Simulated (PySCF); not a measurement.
# C$_{2}$H$_{11}$Si$_{4}$ (doublet): what the fields show

```xyz
17

C     4.1647   -0.2520    0.6249
C     3.1255    0.5159    0.7414
Si    1.3295    0.7632    0.5928
Si    0.0752   -1.0408   -0.2171
Si   -2.1805   -0.9519    0.3565
Si   -3.1988    1.0955    0.0043
H     5.1618    0.0902    0.8790
H     4.1325   -1.2814    0.2694
H     0.8409    1.1210    1.9339
H     1.1222    1.9229   -0.2863
H     0.2225   -1.1071   -1.6816
H     0.7006   -2.2991    0.2235
H    -2.9277   -2.0209   -0.3276
H    -2.2931   -1.3281    1.7768
H    -3.1225    1.9506    1.1906
H    -4.6153    1.0057   -0.3567
H    -2.5443    1.8282   -1.0845
```

Geometry: GFN2-xTB.

The calculation used UKS B3LYP, pcH-1 on C H Si, non-relativistic, mean-field spin-orbit, GIAO in PySCF 2.14.0, density-fitted response routines.

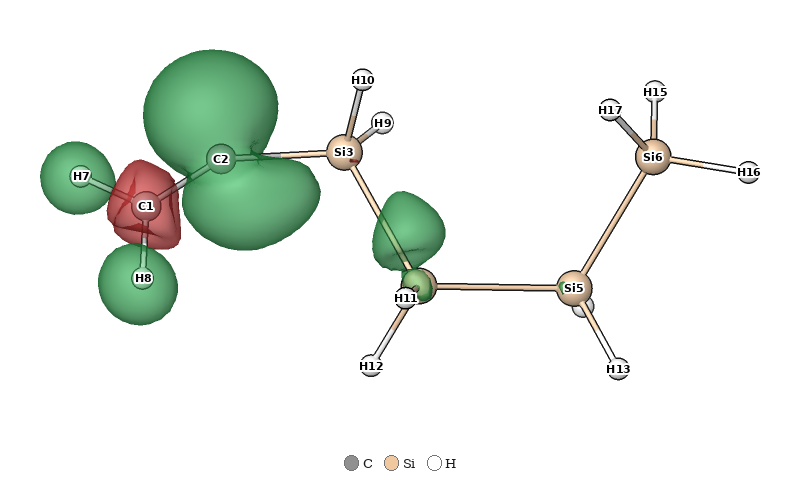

Figure 1. Isosurfaces of the spin density (α minus β) at +0.02 (green) and −0.02 e/Å³ (red), seen across its widest extent.

Where is the unpaired spin?

Answer. The unpaired spin (1 electron) lies mostly on C2 (about 0.7) and Si3 (about 0.1), in electrons by Hirshfeld's partition.

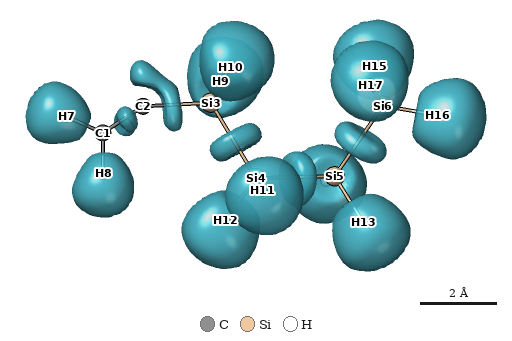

Figure 2. Isosurface of the ELF at 0.85 (cyan), seen across its widest extent. Only the valence region is drawn (cores and ρ < 0.01 e/Å³ removed).

Describe the localisation domains.

Answer. The surface consists of one region between bonded C–C atoms (shared pairs), one region between bonded C–Si atoms (shared pairs), three regions between bonded Si–Si atoms (shared pairs) and eleven regions around hydrogen nuclei. Profiles from the grid: C–C (1.30 Å): the ELF peaks at about 0.90 between the atoms; a short, multiple covalent bond. C–Si (1.82 Å): the ELF peaks at about 0.95 between the atoms, as expected for a covalent bond.

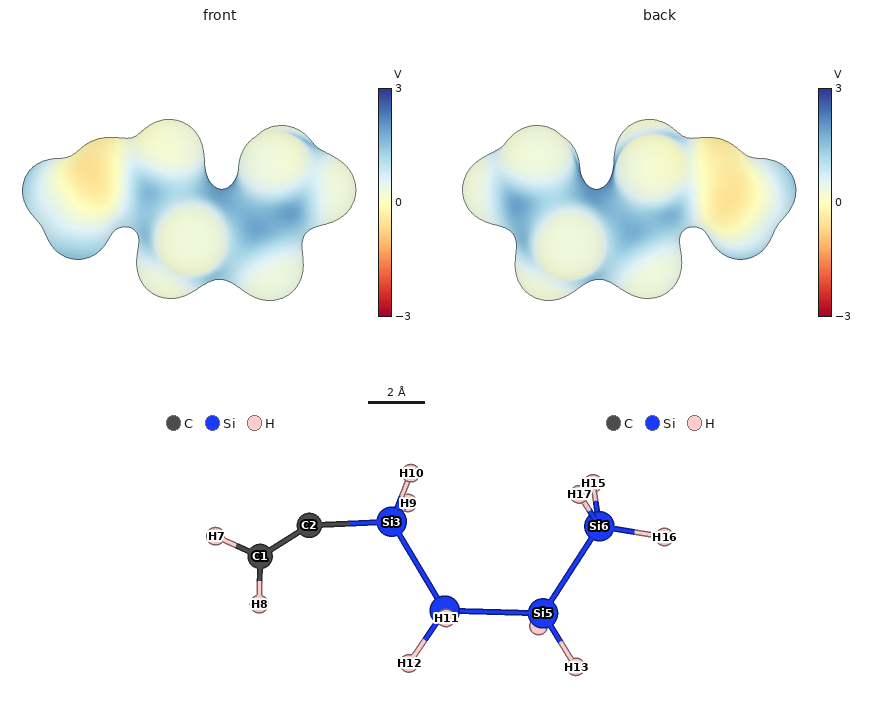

Figure 3. The molecular electrostatic potential painted on the density surface at 0.004 e/bohr³, seen from the front and from behind; red is negative and blue positive. The bare structure is drawn below in the same view.

Which sites attract a positive test charge, and which a negative one?

Answer. A positive charge is drawn to the negative regions and a negative charge to the positive ones. The most negative region (about −0.5 V) lies over the π face of C1 and C2, the most positive (about +2.1 V) over Si3, Si4, Si5 and Si6.
